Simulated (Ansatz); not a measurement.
**One shape, several levels: BHBrCl (SMILES ClBBr)**

Aim: a comparison of 6 runs (HF/STO-3G, HF/3-21G, HF/def2-SVP, B3LYP/STO-3G, MP2/STO-3G, MP2/def2-SVP) of BHBrCl. 

Program for the calculation: Ansatz 0.2.0.

3 further runs of the same task are left out: 1 for a known fault of the program, 1 that didn't finish, 1 set aside as unsound or not needed.

### Step 1. The molecule

BHBrCl has 4 atoms, charge 0, and is taken as a singlet. SMILES: `ClBBr`. The coordinates come from a PBE0-D4/def2-TZVP relaxation.

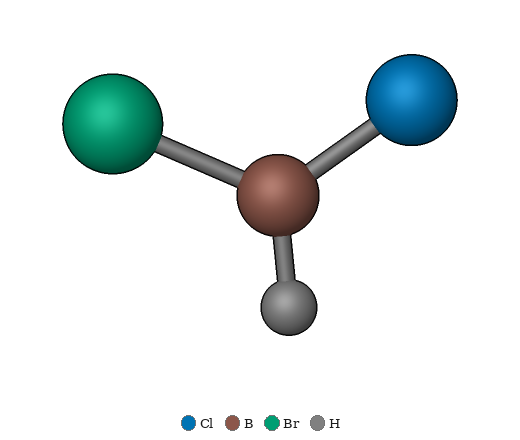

Viewed from a chosen angle; chlorine blue, boron brown, bromine teal, hydrogen grey.

### Step 2. Energy and forces at HF/STO-3G (run 1)

The input, run.yaml:

```yaml
crystal:
  periodic: [false, false, false]
  atoms:
    - {symbol: Cl, position_ang: [-1.581100, -0.566000, 0.167500]}
    - {symbol: B, position_ang: [-0.009700, 0.106300, -0.098000]}
    - {symbol: Br, position_ang: [1.529300, -0.664800, 0.696100]}
    - {symbol: H, position_ang: [0.116900, 1.064300, -0.785900]}
basis:
  gaussian:
    orbitals: STO-3G
hamiltonian:
  xc: hf
accuracy: high
magnetization:
  spin_polarized: false
  initial_magnetization: 0
output:
  forces: true
  orbitals: {seedname: orbitals}
```

Started as:

```
$ ansatz run run.yaml --threads 1 --pin off --max-ram 2610MiB --events-out events.jsonl --progress --plain --runs-dir runs
```

Output:

```text
Warning: RAYON_NUM_THREADS=1 ignored (pool sized by the plan → 1); use --threads N
Functional definition: HF
  name "HF"
  exchange = exact_x
  correlation = 0
506 factors; integrals over basis functions are off by at most 7.0e-8 eV
mean field evaluation 1: about -82292.1164 eV, gradient 2.3e1 eV
mean field evaluation 2: about -82292.1656 eV, gradient 2.3e1 eV
mean field evaluation 4: about -82294.5883 eV, gradient 1.2e0 eV
mean field evaluation 8: about -82294.5961 eV, gradient 6.4e-6 eV
mean field -82294.59612909 eV, -3024.2706264632 hartree, gradient 2.6e-8 eV, S^2 0.000000; 0 other end points of the search recorded, 0 dependent functions left out
the calculation of the forces begins
reference -82294.59612909 eV, -3024.2706264632 hartree; 29, 29 occupied and 4, 4 virtual orbitals, 506 factors
Total energy: -82294.59612909 eV, -3024.2706264632 hartree
Atom 0 at    -1.581100    -0.566000     0.167500 Å, force    -1.364579    -0.431549     0.118314 eV/Å
Atom 1 at    -0.009700     0.106300    -0.098000 Å, force     2.181965     0.737532    -0.224289 eV/Å
Atom 2 at     1.529300    -0.664800     0.696100 Å, force    -0.583278     0.356485    -0.348296 eV/Å
Atom 3 at     0.116900     1.064300    -0.785900 Å, force    -0.234108    -0.662468     0.454271 eV/Å
Dipole moment:     0.134758     0.170519    -0.105988 e Å
```

It took 0.5 s on 1 thread of Arm Neoverse V2, shared host.

### Step 3. Energy and forces at HF/3-21G (run 2)

The input, molecule.yaml:

```yaml
crystal:
  periodic: [false, false, false]
  atoms:
    - {symbol: Cl, position_ang: [-1.581100, -0.566000, 0.167500]}
    - {symbol: B, position_ang: [-0.009700, 0.106300, -0.098000]}
    - {symbol: Br, position_ang: [1.529300, -0.664800, 0.696100]}
    - {symbol: H, position_ang: [0.116900, 1.064300, -0.785900]}
basis:
  gaussian: {orbitals: 3-21G-spherical.json}
hamiltonian: {xc: hf}
accuracy: high
output: {forces: true, orbitals: {seedname: orbitals}}
```

The basis set 3-21G is read from a file made from the Basis Set Exchange's data (not shown).

Started as:

```
$ ansatz run molecule.yaml --threads 1 --pin off --max-ram 2610MiB --events-out events.jsonl --progress --plain --runs-dir runs
```

Output, shortened:

```text
Warning: RAYON_NUM_THREADS=1 ignored (pool sized by the plan → 1); use --threads N
[... 2 set-up lines as earlier in the session ...]
[...]
834 factors; integrals over basis functions are off by at most 5.8e-9 eV
[...]
mean field -82791.15039410 eV, -3042.5186591260 hartree, gradient 2.5e-8 eV, S^2 0.000000; 0 other end points of the search recorded, 0 dependent functions left out
[...]
reference -82791.15039410 eV, -3042.5186591260 hartree; 29, 29 occupied and 17, 17 virtual orbitals, 834 factors
Total energy: -82791.15039410 eV, -3042.5186591260 hartree
Atom 0 at    -1.581100    -0.566000     0.167500 Å, force    -1.264869    -0.420025     0.124426 eV/Å
Atom 1 at    -0.009700     0.106300    -0.098000 Å, force     0.606114     1.020724    -0.663994 eV/Å
Atom 2 at     1.529300    -0.664800     0.696100 Å, force     0.721665    -0.248054     0.288686 eV/Å
Atom 3 at     0.116900     1.064300    -0.785900 Å, force    -0.062910    -0.352644     0.250882 eV/Å
Dipole moment:     0.116646     0.174610    -0.111660 e Å
```

Run time: 0.72 s. Hardware: 1 thread of Arm Neoverse V2, shared host.

Run 3 isn't shown in full; the table further down has it.

### Step 4. Energy and forces at B3LYP/STO-3G (run 4)

Changes to molecule.yaml since step 3:

```diff
@@ -1 +1,4 @@
+basis:
+  gaussian:
+    orbitals: STO-3G
 crystal:
@@ -7,5 +10,4 @@
     - {symbol: H, position_ang: [0.116900, 1.064300, -0.785900]}
-basis:
-  gaussian: {orbitals: 3-21G-spherical.json}
-hamiltonian: {xc: hf}
+hamiltonian:
+  xc: {name: B3LYP}
 accuracy: high
```

Started as:

```
$ ansatz run molecule.yaml --threads 1 --pin off --max-ram 2610MiB --events-out events.jsonl --progress --plain --runs-dir runs
```

Output, shortened:

```text
Warning: RAYON_NUM_THREADS=1 ignored (pool sized by the plan → 1); use --threads N
Functional definition: B3LYP
  name "B3LYP"
[...]
506 factors; integrals over basis functions are off by at most 7.0e-8 eV
[...]
mean field -82352.25290214 eV, -3026.3894737917 hartree, gradient 5.0e-8 eV, S^2 0.000000; 0 other end points of the search recorded, 0 dependent functions left out
[...]
reference -82352.25292824 eV, -3026.3894747509 hartree; 29, 29 occupied and 4, 4 virtual orbitals, 506 factors
Total energy: -82352.25292824 eV, -3026.3894747509 hartree
Atom 0 at    -1.581100    -0.566000     0.167500 Å, force    -1.527343    -0.491531     0.138690 eV/Å
Atom 1 at    -0.009700     0.106300    -0.098000 Å, force     2.242599     0.466660    -0.015639 eV/Å
Atom 2 at     1.529300    -0.664800     0.696100 Å, force    -0.545160     0.360176    -0.345438 eV/Å
Atom 3 at     0.116900     1.064300    -0.785900 Å, force    -0.170096    -0.335306     0.222386 eV/Å
Dipole moment:     0.165988     0.076809    -0.032312 e Å
```

Wall time 1.9 s (1 thread of Arm Neoverse V2, shared host).

Run 5 isn't shown in full; the table further down has it.

### Step 5. Energy and forces at MP2/def2-SVP (run 6)

The input, in.yaml:

```yaml
crystal:
  periodic: [false, false, false]
  atoms:
    - symbol: Cl
      position_ang: [-1.581100, -0.566000, 0.167500]
    - symbol: B
      position_ang: [-0.009700, 0.106300, -0.098000]
    - symbol: Br
      position_ang: [1.529300, -0.664800, 0.696100]
    - symbol: H
      position_ang: [0.116900, 1.064300, -0.785900]
basis:
  gaussian: {orbitals: def2-SVP}
magnetization: {spin_polarized: false}
correlation: {method: mp2, frozen_orbitals: {B: 1, Br: 9, Cl: 5, H: 0}}
accuracy: high
output: {forces: true, orbitals: {seedname: orbitals}}
```

Started as:

```
$ ansatz run in.yaml --threads 1 --pin off --max-ram 2610MiB --events-out events.jsonl --progress --plain --runs-dir runs
```

Output, shortened:

```text
Warning: RAYON_NUM_THREADS=1 ignored (pool sized by the plan → 1); use --threads N
[... 2 set-up lines as earlier in the session ...]
[...]
1313 factors; integrals over basis functions are off by at most 4.7e-9 eV
[...]
mean field -83179.06006937 eV, -3056.7740767575 hartree, gradient 2.8e-8 eV, S^2 0.000000; 0 other end points of the search recorded, 0 dependent functions left out
15 core orbitals not correlated: weight in the atoms' cores, before any rotation towards them, 1.000 or more for the frozen orbitals, at most 0.000 for the correlated occupied ones
reference -83179.06006937 eV, -3056.7740767575 hartree; 14, 14 occupied and 40, 40 virtual orbitals, 1313 factors
second order -12.19318741 eV of doubles, -0.00000000 eV of singles
[...]
Total energy: -83191.25325678 eV, -3057.2221681301 hartree
Atom 0 at    -1.581100    -0.566000     0.167500 Å, force    -0.128379    -0.025569     0.000077 eV/Å
Atom 1 at    -0.009700     0.106300    -0.098000 Å, force     0.002924    -0.166392     0.123019 eV/Å
Atom 2 at     1.529300    -0.664800     0.696100 Å, force     0.092917    -0.013203     0.023380 eV/Å
Atom 3 at     0.116900     1.064300    -0.785900 Å, force     0.032539     0.205164    -0.146476 eV/Å
Dipole moment:    -0.038343     0.058501    -0.048753 e Å
```

Run time: 3.9 s. Hardware: 1 thread of Arm Neoverse V2, shared host.

### Step 6. Overview of the runs

```csv
run,level,frozen core orbitals,energy (Eh),dipole moment (D),HOMO energy (eV),LUMO energy (eV),wall time
1,HF/STO-3G,–,-3024.270626,1.16,-9.32,5.25,0.5 s
2,HF/3-21G,–,-3042.518659,1.14,-11.59,1.65,0.72 s
3,HF/def2-SVP,–,-3056.774077,0.70,-11.53,1.99,2 s
4,B3LYP/STO-3G,–,-3026.389475,0.89,-5.94,0.54,1.9 s
5,MP2/STO-3G,15,-3024.325852,0.91,-9.32,5.25,0.66 s
6,MP2/def2-SVP,15,-3057.222168,0.41,-11.53,1.99,3.9 s
```

### Step 7. Results

```
                                           quantity           value
                                run 6: total energy  -3057.22217 Eh
          run 6: dipole moment (correlated density)          0.41 D
         run 6: HOMO energy (Hartree–Fock orbitals)       -11.53 eV
         run 6: LUMO energy (Hartree–Fock orbitals)         1.99 eV
       run 6: HOMO–LUMO gap (Hartree–Fock orbitals)        13.52 eV
run 6: correlation energy (15 core orbitals frozen)      -448.1 mEh
                    run 6: largest force on an atom      0.254 eV/Å
```

**Reading.** The dipole moment (its size) runs from 0.41 D (MP2/def2-SVP) to 1.16 D (HF/STO-3G). The two ends differ in method and basis. Over runs 1, 2, 3, 4 the HOMO–LUMO gap runs from 6.48 eV (B3LYP/STO-3G) to 14.57 eV (HF/STO-3G). Exact exchange widens orbital gaps. In runs 1, 4, 5 the basis is minimal, so the values are rough. All runs together took 9.7 s, the longest 3.9 s.
